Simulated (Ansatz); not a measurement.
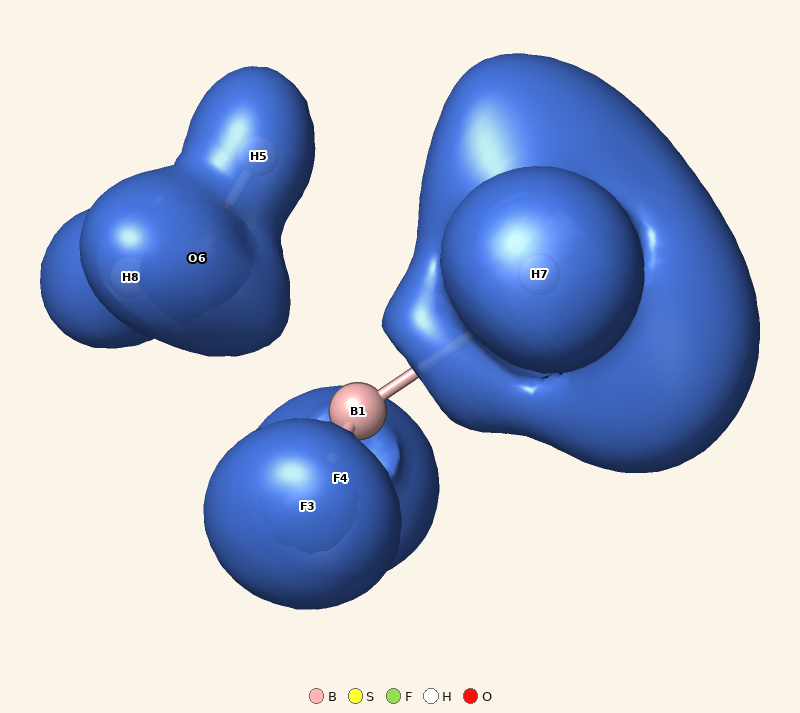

BF2HS···H2O. Isosurface of the electron localisation function at 0.75 (blue), seen at a tilt. Only the valence region is drawn (cores and ρ < 0.01 e/Å³ removed).

The reactant side of a reaction path; geometry: PBE0-D4/def2-TZVP.

These are results of RKS PBE0-D4/def2-TZVPP in Ansatz 0.2.0, not measurements.

```yaml
atoms:
  - { symbol: B, position_ang: [-0.3735, 0.4442, -0.3532] }
  - { symbol: S, position_ang: [1.4327, 0.6623, -0.8259] }
  - { symbol: F, position_ang: [-1.1933, -0.1376, -1.2390] }
  - { symbol: F, position_ang: [-0.8873, 1.4758, 0.3573] }
  - { symbol: H, position_ang: [0.6492, -0.8231, 1.1487] }
  - { symbol: O, position_ang: [-0.2925, -0.7965, 0.9260] }
  - { symbol: H, position_ang: [1.4405, -0.3425, -1.7153] }
  - { symbol: H, position_ang: [-0.7757, -0.4826, 1.7014] }
```

Where are the electrons localised?

Answer. The surface consists of two regions on F in which the atom's valence shell and bonds are merged, one joined region spread over several atoms (H, O), in which their bonds and any lone pairs are merged and one joined region spread over several atoms (H, S), in which their bonds and any lone pairs are merged. Along the contacts the grid gives the following. B1···O6 (1.78 Å): the ELF peaks at about 0.90 between the atoms. B–F (1.34 Å): the ELF peaks at about 0.85 between the atoms: a polar covalent bond.
